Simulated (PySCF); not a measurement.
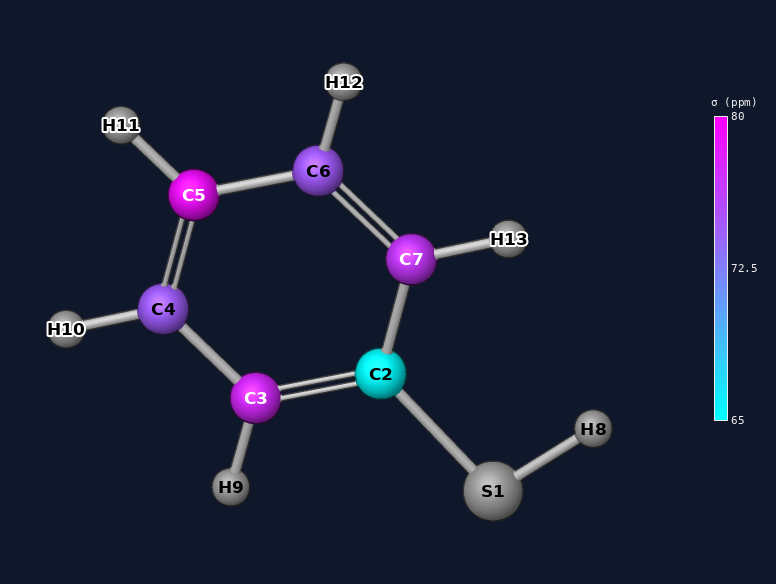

Atoms are coloured by their isotropic NMR shieldings (C only, the others grey). The geometry was computed by an optimisation with PBE0-D3(BJ)/def2-SVP. No frequency run is at hand to confirm it as a minimum. Method: GIAO PBE0/6-31G NMR shielding, non-relativistic, gas phase (PySCF 2.14.0).

### Which C atom is the most shielded (lowest chemical shift)?

C5 (79.2 ppm).

### Which C atom is the least shielded (highest chemical shift)?

C2 (65.2 ppm).

### How wide is the range of C shifts?

14.0 ppm.

Give the isotropic NMR shieldings of the C atoms atom by atom.

```
atom  σ (ppm)
  C2     65.2
  C3     77.7
  C4     74.5
  C5     79.2
  C6     74.7
  C7     76.8
```
